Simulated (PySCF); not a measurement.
C5H9BCl2Si

Input

```
{"job": {"kind": "nmr", "xc": "PBE0", "basis": "pcSseg-1"}, "charge": 0, "multiplicity": 1}
C     -1.443462     1.295715     1.562276
C     -1.039917     0.702665     0.452592
C     -1.520622    -0.637710    -0.016745
C     -0.282169    -1.502478    -0.273098
Si     0.998994    -0.295833    -1.033409
B      2.820805    -0.433475    -0.262326
Cl     4.213729    -0.647337    -1.248075
Cl     3.077834    -0.336664     1.436224
C      0.019870     1.251623    -0.455619
H     -2.198714     0.863167     2.196512
H     -1.044693     2.245812     1.876082
H     -2.065585    -0.507669    -0.955136
H     -2.194162    -1.098684     0.706161
H     -0.524684    -2.355950    -0.902699
H      0.081489    -1.896742     0.676815
H      0.943670    -0.384341    -2.505414
H      0.607123     2.017289     0.047652
H     -0.458263     1.726928    -1.313449
```

Run with:

```sh
OMP_NUM_THREADS=1 python probes_run.py task.json out
```

Geometry: GFN2-xTB.

Computed with PBE0/pcSseg-1, SCF density, gas phase, non-relativistic in PySCF 2.14.0.

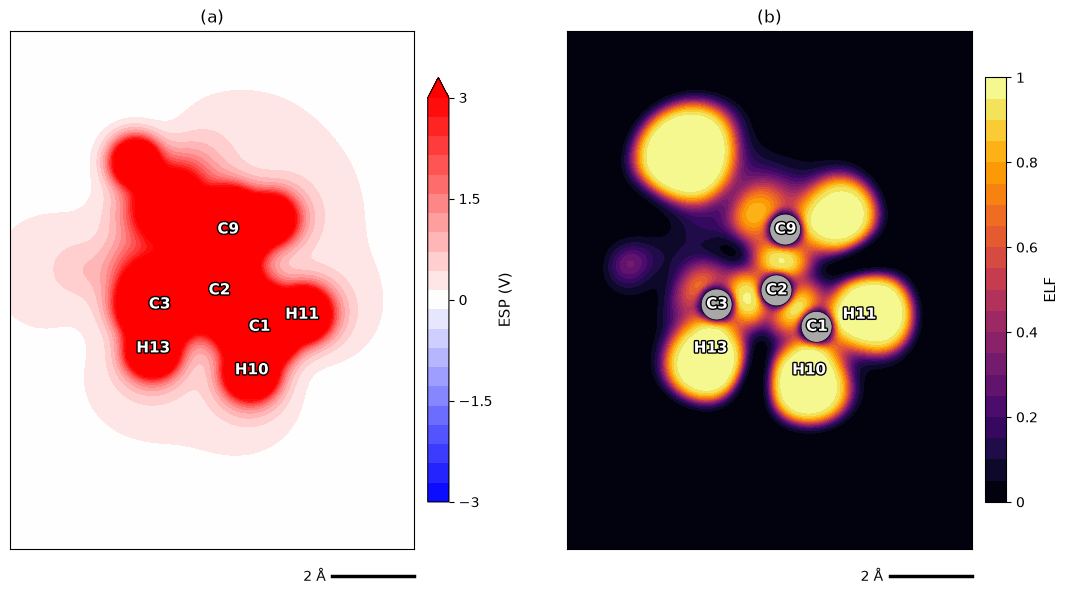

Figure 1. (a) electrostatic potential; (b) ELF on the plane of atoms H10, C1 and H11. Grey discs cover the atomic cores in the ELF map.

Question: What does the map show?

Answer:
- The section cuts through C and H sites.
- C–C (1.32 Å): the ELF peaks at about 0.95 between the atoms (a short, multiple covalent bond).
- C–H (1.08 Å): the ELF climbs to about 1 towards the hydrogen, as it does in any bond to H: an ordinary covalent bond to hydrogen.
- C–C (1.50 Å): the ELF peaks at about 0.95 between the atoms; a shared electron pair.
- The potential has no marked negative region in this plane.

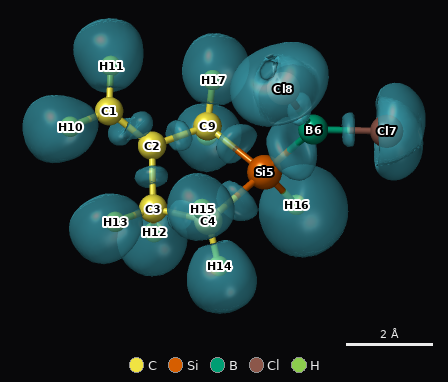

Figure 2. Isosurface of the electron localisation function at 0.85 (cyan), seen at a tilt. Only the valence region is drawn (cores and ρ < 0.01 e/Å³ removed).

Question: What do the ELF domains correspond to?

Answer: The ELF exceeds this value in two regions between bonded B–Cl atoms (shared pairs), one region between bonded B–Si atoms (shared pairs), four regions between bonded C–C atoms (shared pairs), two regions between bonded C–Si atoms (shared pairs), nine regions around hydrogen nuclei and two rings or bowls of non-bonding electrons around Cl. Profiles from the grid: B–Cl (1.72 Å): the ELF peaks at about 0.90 between the atoms (a shared but strongly polarised pair).

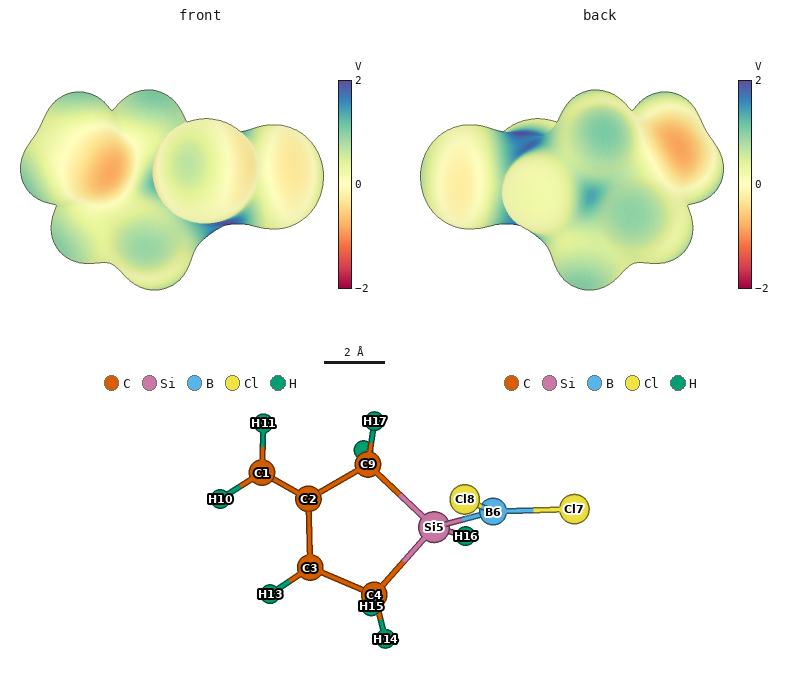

Figure 3. The electrostatic potential painted on the density surface at 0.004 e/bohr³, seen from the front and from behind; the colour scale runs from red (negative) to blue (positive). The bare structure is drawn below in the same view.

Question: Describe the electrostatic potential map.

Answer: The most negative region (about −0.8 V) lies over the π face of C1 and C2, the most positive (about +1.9 V) over B6. Cl7 shows a σ-hole: about +0.7 V at the tip opposite its bond, against about 0.0 V on its flanks. Cl8 shows a σ-hole: about +0.7 V at the tip opposite its bond, against about 0.0 V on its flanks.
